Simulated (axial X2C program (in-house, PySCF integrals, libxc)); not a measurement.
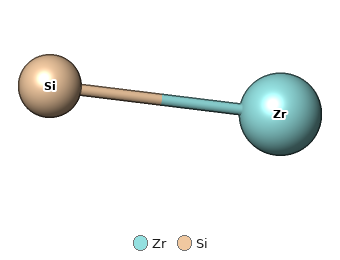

Fig. 1: The molecule at the reference distance of 2.531 Å.

# Relativistic diatomic calculation for ZrSi⁺

System: ZrSi⁺, single determinant with Ω = 1/2.
Method: PBE0, two-component X2C with atomic mean-field Coulomb and Gaunt terms, Zr dyall-cv3z, Si dyall-v3z (cores contracted) (axial X2C program (in-house, PySCF integrals, libxc)).

## Output
```
two-component X2C + atomic mean field  PBE0
basis functions 207  fitting functions 1034  grid points 5081
iter        total energy     max residual
   1      -3886.274189679     1.24e-05
   2      -3886.274189682     8.70e-06
converged
one-electron -5588.04645568  Coulomb 1721.72437383  exact exchange -33.30599952  xc functional -102.09544088  nuclear repulsion 117.08385544  atomic mean-field constant -1.63452287
```

## The points of the curve

| R (Å) | E (hartree) | dipole (D; origin at the first atom, positive when the second is positive) | highest filled (eV) | lowest empty (eV) |
| --- | --- | --- | --- | --- |
| 2.379 | −3886.269865 | 1.60 | −10.38 | −8.20 |
| 2.455 | −3886.273298 | 1.62 | −10.38 | −8.19 |
| 2.531 | −3886.274190 | 1.63 | −10.38 | −8.17 |
| 2.620 | −3886.272802 | 1.64 | −10.39 | −8.14 |
| 2.708 | −3886.269499 | 1.66 | −10.39 | −8.10 |

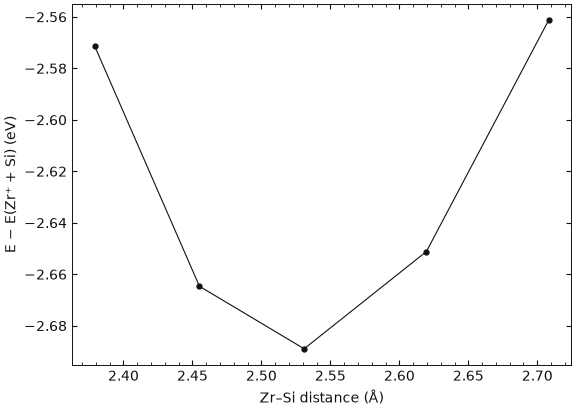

Fig. 2: Energy at 5 bond lengths, for one set of occupations held fixed; the line joins the points. A polynomial of degree 3 through 5 points gives rₑ = 2.524 Å, ωₑ = 345.1 cm⁻¹ and Bₑ = 0.1240 cm⁻¹. The minimum lies 2.69 eV below Zr⁺ + Si, each computed as one determinant at the same level.

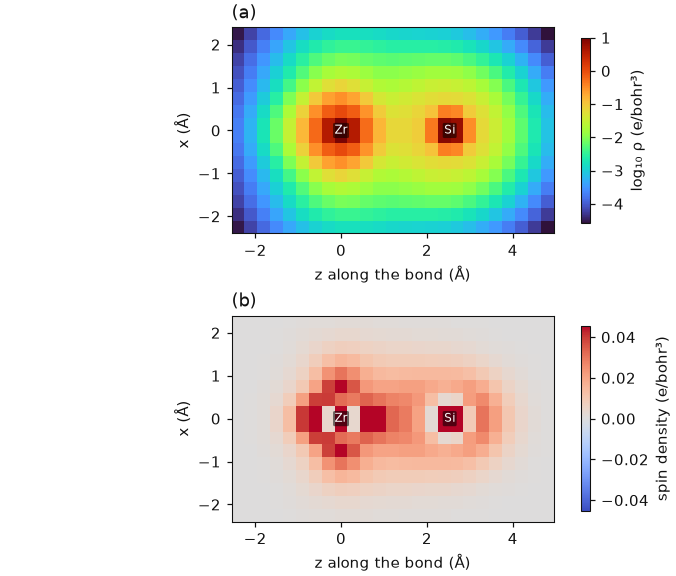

Fig. 3: (a) electron density on a logarithmic scale; (b) spin density, in a plane that holds the axis, at 2.53 Å, on points 0.3 Å apart (one half computed, the other mirrored); the structure near the nuclei is finer than these points.

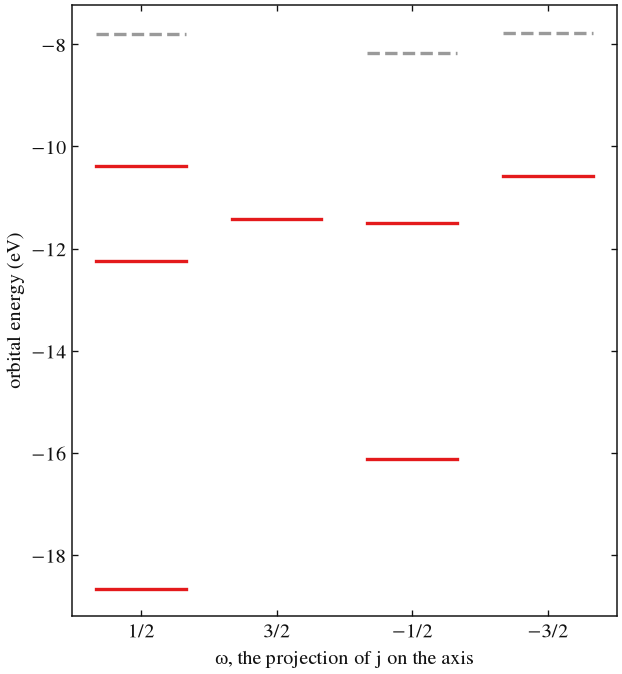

Fig. 4: Orbital energies near the frontier at 2.53 Å, filled (solid) and empty (dashed). The highest filled spinor (1/2; 45 % Zr s, 43 % Zr d) lies at −10.38 eV, the lowest empty one (−1/2; 58 % Si p, 18 % Zr d) at −8.17 eV.

## Input
```
{"zs": [40, 14], "q": 1, "bas": ["dyall-cv3z", "dyall-v3z"], "levels": ["PBE0", "HF", "PBE50"], "cc": true, "r0": 2.7, "thr": -2.0, "nmax": 90, "npts": 10, "nst": 2, "ntry": 6}
```

The line is the task of a batch: nuclear charges, charge, bases, the levels to run, a first guess of the distance and further settings. This report covers PBE0 with spin-orbit coupling. The log is that of the reference distance 2.531 Å, started from orbitals converged before.

Launched within a batch (the task file carries these settings):
```bash
python <driver script> task.json out
```

## Summary

- outcome: converged
- bond length rₑ: 2.524 Å
- ωₑ: 345.1 cm⁻¹
- energy at the minimum: −3886.27420 hartree
- depth below the fragments: 2.69 eV
- hardware: 1 thread of Arm Neoverse V1, 24 GiB of memory available, shared host
- wall time: 12 s
- peak memory: 0.99 GiB

## Remarks

Caveats: 5 of the 10 points asked for were kept.
